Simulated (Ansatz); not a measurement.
# CH2F2GaO (charge +1): what the fields show

```xyz
7

C    -1.3466    0.6687    1.9167
F     0.1254    2.0994   -0.4419
F     2.3984   -0.1567    0.1807
Ga    0.9823    0.7813    0.2389
O    -0.2436    0.1619    1.6555
H    -1.9288    0.2254    2.7314
H    -1.7325    1.5297    1.3574
```

Geometry: B3LYP/6-31G*.

Computed with isolated molecule in a Gaussian basis; Kohn-Sham density functional theory, functional PBE0 in Ansatz 0.2.0.

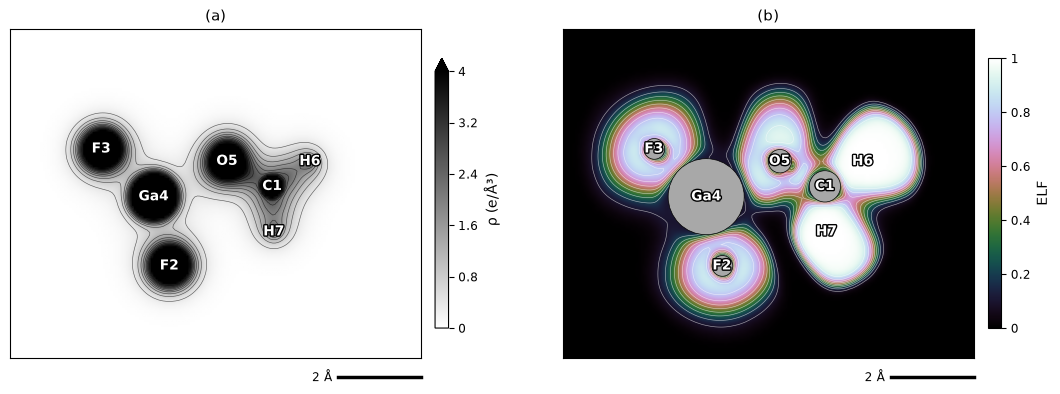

Figure 1. (a) total electron density; (b) electron localisation function on the molecular plane. Grey discs cover the atomic cores in the ELF map.

**Read the bonding off the picture.**

Atoms in the plane: C, F, Ga, O and H. C–O (1.24 Å): ρ is about 3.1 e/Å³ halfway; the ELF peaks at about 0.85 between the atoms; a polar covalent bond. Ga–F (1.70 Å): ρ is about 1.1 e/Å³ halfway; the ELF peaks at about 0.80 in the valence shell of F, 0.5 Å from its nucleus, and is about 0.20 at the midpoint. Ga–O (1.97 Å): ρ is about 0.6 e/Å³ halfway; the ELF peaks at about 0.90 in the valence shell of O, 0.6 Å from its nucleus, and is about 0.25 at the midpoint. C–H (1.10 Å): ρ at the midpoint is about 2.2 e/Å³; the ELF climbs to about 1 towards the hydrogen, as it does in any bond to H; an ordinary covalent bond to hydrogen. The ELF also peaks beside F2, F3 and O5, away from the bonds: lone-pair regions.

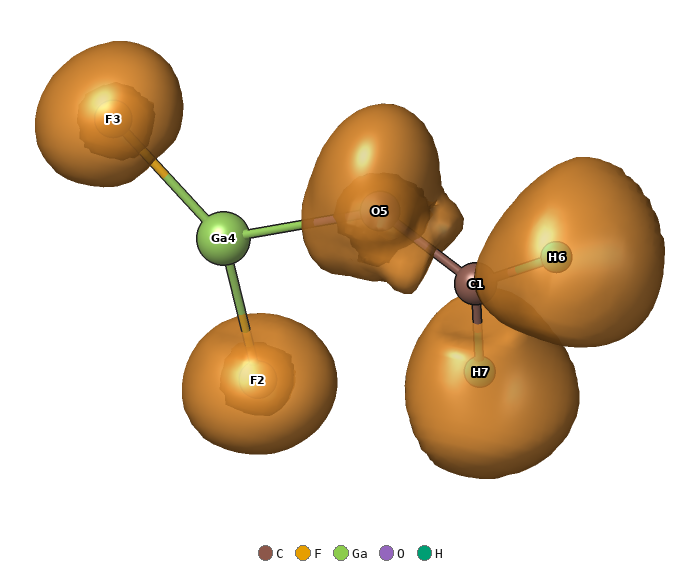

Figure 2. Isosurface of the electron localisation function at 0.75 (orange), seen at a tilt. Only the valence region is drawn (cores and ρ < 0.01 e/Å³ removed).

**Where are the electrons localised?**

At this value the surface marks out two regions around hydrogen nuclei, one region on O in which the atom's valence shell and bonds are merged and two regions wrapped around F (the valence shell of each).

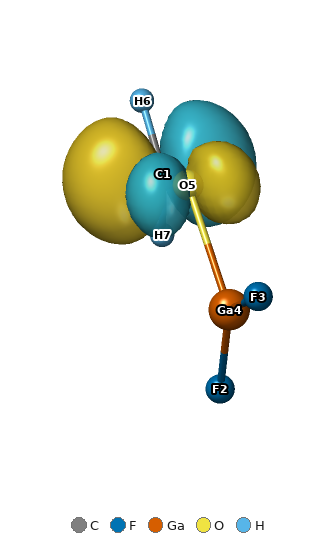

Figure 3. The LUMO at ±0.2 Å⁻³ᐟ² (yellow and cyan are the two phases), seen at an oblique angle.

**What is the character of this orbital?**

By Hirshfeld shares it lies mainly on C1 (about 55 %), O5 (about 25 %) and Ga4 (about 5 %); it changes sign across the molecular plane (π type); π-antibonding (a node) across C1–O5. Its energy is −8.86 eV.

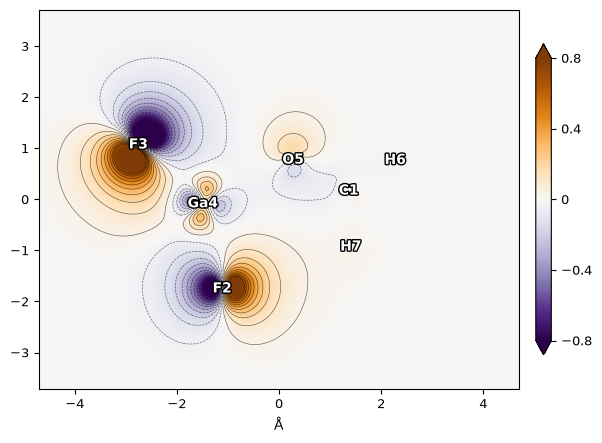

Figure 4. The HOMO−1 on the molecular plane (values in Å⁻³ᐟ²; the overall sign is arbitrary).

**Describe this orbital and give its energy.**

It lies mainly on F3 (about 65 %), F2 (about 25 %) and Ga4 (about 10 %); it is symmetric in the molecular plane (an in-plane orbital: σ, lone-pair or in-plane π type); largely a lone pair of F3. Its energy is −17.06 eV.
